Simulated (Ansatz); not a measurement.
**C₂H₄F₂ (SMILES FCCF): density, localisation and related maps**

The calculation's input:

```
crystal:
  periodic: [false, false, false]
  atoms:
    - symbol: C
      position_ang: [-0.945270, 0.047323, 0.383391]
    - symbol: C
      position_ang: [-2.316962, 0.102419, -0.210295]
    - symbol: F
      position_ang: [-0.866566, -0.958398, 1.326691]
    - symbol: F
      position_ang: [-2.533020, -0.987398, -1.030726]
    - symbol: H
      position_ang: [-0.711406, 1.001236, 0.875708]
    - symbol: H
      position_ang: [-0.199005, -0.154277, -0.395638]
    - symbol: H
      position_ang: [-2.428497, 1.014821, -0.812045]
    - symbol: H
      position_ang: [-3.077150, 0.091648, 0.581184]
basis:
  gaussian:
    orbitals: def2-TZVPD
hamiltonian:
  xc: {name: PBE0}
output: {forces: true, orbitals: {seedname: orbitals}}
```

Launched as:

```sh
ansatz run input.yaml --threads 1 --pin off --max-ram 2610MiB --events-out events.jsonl --progress --plain --runs-dir runs
```

Geometry: PBE0-D3(BJ)/pcseg-1.

Method: isolated molecule in a Gaussian basis; Kohn-Sham density functional theory, functional PBE0 (Ansatz).

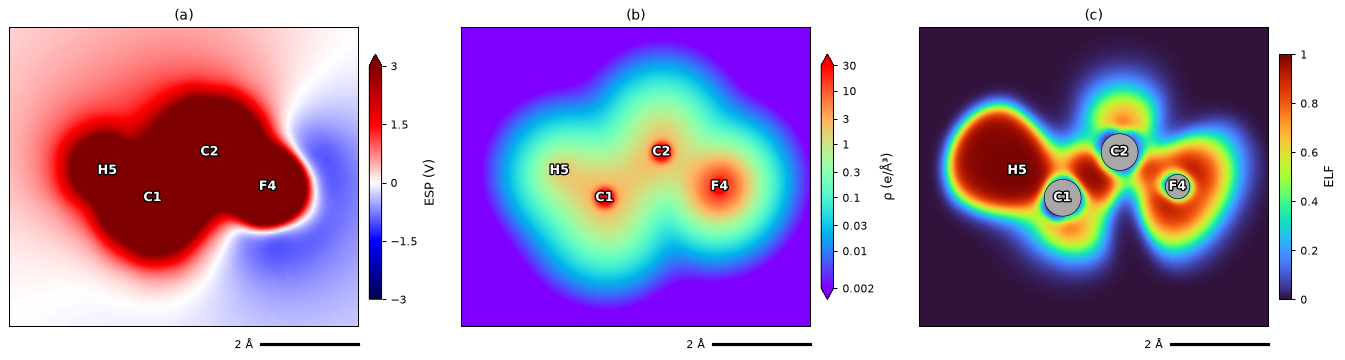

Figure 1. (a) molecular electrostatic potential; (b) total electron density; (c) electron localisation function on the plane of atoms C1, C2 and F4. Grey discs cover the atomic cores in the ELF map.

> What does the map show?

- Atoms in the plane: C, F and H.
- C–F (1.38 Å): ρ at the midpoint is about 2.1 e/Å³, with its minimum of 1.7 e/Å³ about 0.5 Å from C; the ELF peaks at about 0.85 between the atoms, as expected for a polar covalent bond.
- C–C (1.50 Å): ρ at the midpoint is about 1.9 e/Å³; the ELF peaks at about 0.95 between the atoms (a covalent bond).
- C–H (1.10 Å): ρ at the midpoint is about 2.1 e/Å³; the ELF climbs to about 1 towards the hydrogen, as it does in any bond to H: a covalent bond by its length.
- The ELF also peaks beside F4, away from the bonds: lone-pair regions.
- Outside the dense part of the molecule the potential is most negative (−1.0 V) near F4.

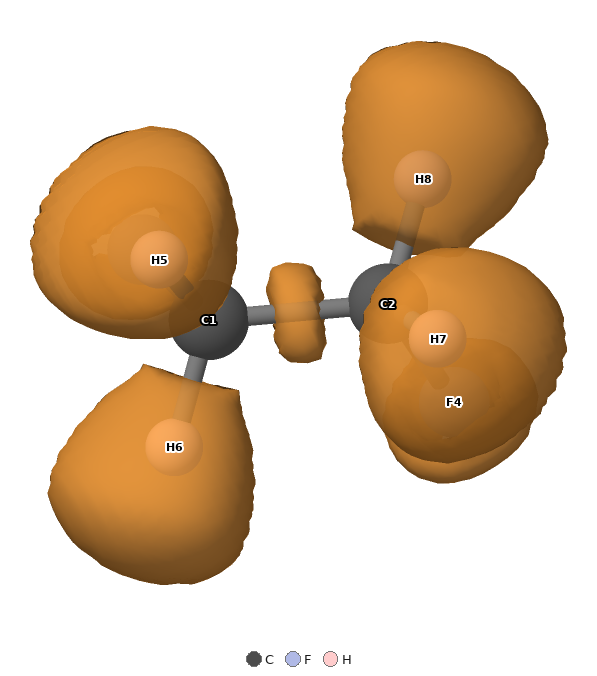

Figure 2. Isosurface of the electron localisation function at 0.85 (orange), seen from one side. Core shells and regions of very low density are left out.

> What do the ELF domains correspond to?

At this value the surface marks out one region between bonded C–C atoms (shared pairs), four regions around hydrogen nuclei and two regions wrapped around F (its lone pairs, merged into a ring or cap).

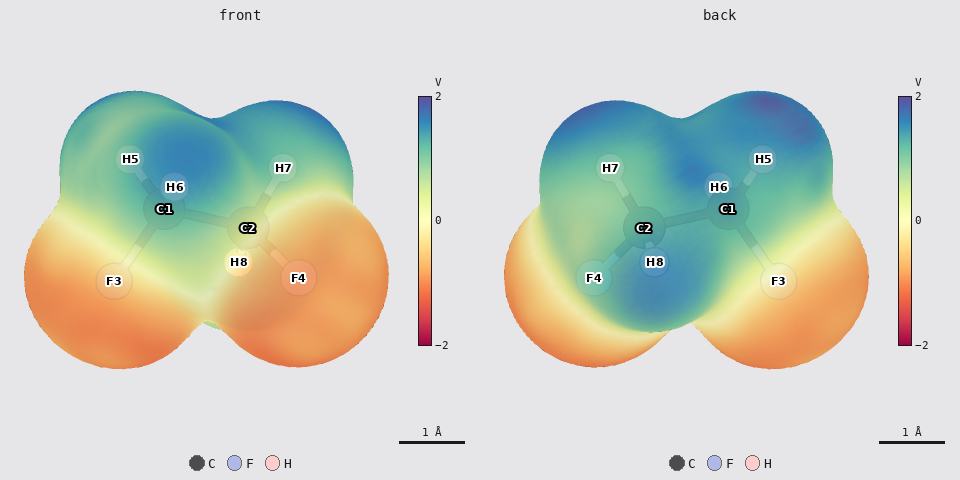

Figure 3. The molecular electrostatic potential painted on the density surface at 0.004 e/bohr³, seen from the front and from behind; the colour scale runs from red (negative) to blue (positive).

> Which sites attract a positive test charge, and which a negative one?

A positive charge is drawn to the negative regions and a negative charge to the positive ones. The most negative region (about −1.1 V) lies over F3 and F4, the most positive (about +1.8 V) over H5 and H7.
